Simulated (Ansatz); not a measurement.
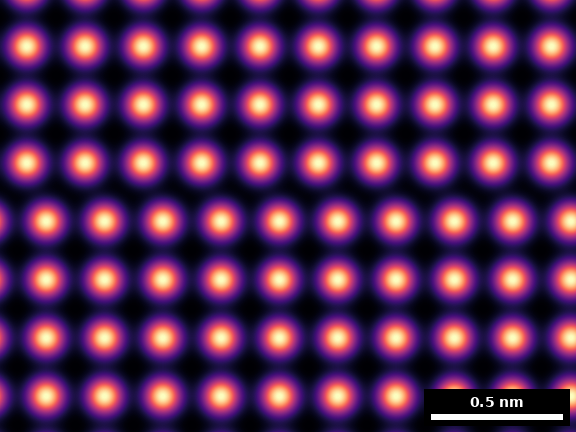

HAADF-like image of BeC2 (I4/mmm, No. 139) along [001]. Simulation: incoherent imaging, intensity Z^1.7 per atom, probe width 1.14 Å, thin sample. The probe carries 15 % of its weight in a tail 2.5 times as wide.

One planar defect was built into the perfect crystal by geometry alone, without relaxation. Host structure: coordinates from a relaxation (final pressure about 21 GPa) with DFT PBEsol, scalar-relativistic, plane waves, PAW in Ansatz 0.2.0; the starting structure was generated, so it need not be a known form of this composition.

> Where does the periodic pattern break, and how?

A planar fault (a stacking fault or antiphase boundary) runs horizontally about 7 Å below the top edge. The part above it is shifted along the boundary by 2/3 of the 2.23 Å repeat of the rows (1.5 Å to the right, the same as 0.7 Å to the left); both parts keep the same orientation.
